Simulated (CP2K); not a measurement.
Band structure of a sheet of PbO (4 atoms in the cell).

```xyz
4
Lattice="3.8797 0.0000 0.0000 0.0000 3.8797 0.0000 0.0000 0.0000 16.3659" Properties=species:S:1:pos:R:3 pbc="T T T"
Pb     1.9398     0.0000     9.3659
Pb     0.0000     1.9398     7.0000
O      0.0000     0.0000     8.1830
O      1.9398     1.9398     8.1830
```

Method of the run: PBE, GPW, DZVP-MOLOPT-SR-GTH basis, GTH-PBE potentials (GTH_POTENTIALS) in CP2K 2026.2.

Settings: CUTOFF = 450 Ry; REL_CUTOFF = 60 Ry; SMEAR/METHOD = GAUSSIAN; SIGMA = 0.2 eV; KPOINTS/SCHEME = MONKHORST-PACK 5 5 1; XC_FUNCTIONAL = PBE; Pb/BASIS_SET = DZVP-MOLOPT-SR-GTH-q4; Pb/POTENTIAL = GTH-PBE-q4; O/BASIS_SET = DZVP-MOLOPT-SR-GTH-q6; O/POTENTIAL = GTH-PBE-q6; METHOD = GPW; EPS_DEFAULT = 1e-10; EXTRAPOLATION = USE_GUESS; NGRIDS = 4.

The starting cell was generated: these elements placed on a structure prototype, without a prior relaxation; it need not be a known phase or ordering of this composition. Its lattice was rescaled in the plane by a random factor within 2.5 % of one. Spin-orbit coupling is off. Values carry the incompleteness of an atom-centred basis.

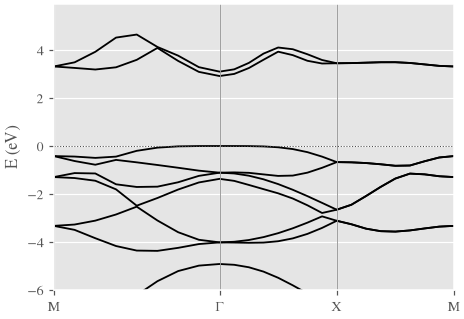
Fig. 1. Bands along the path, energies from the top of the valence band on the SCF mesh.

Q: Read off roughly the gap and where its edges lie.

A: The gap along the path is about 2.9 eV (computed: 2.92 eV), direct at Γ to within 0.01 eV.

Levels in eV from the top of the valence band on the SCF mesh, bands 7 to 11:
```csv
point,7,8,9,10,11
M,-1.29,-1.29,-0.42,-0.42,3.32
Γ,-1.37,-1.11,-1.11,0.00,2.92
X,-2.65,-2.65,-0.67,-0.67,3.45
```

Higher empty bands are left out: an atom-centred basis made for the valence describes them poorly.
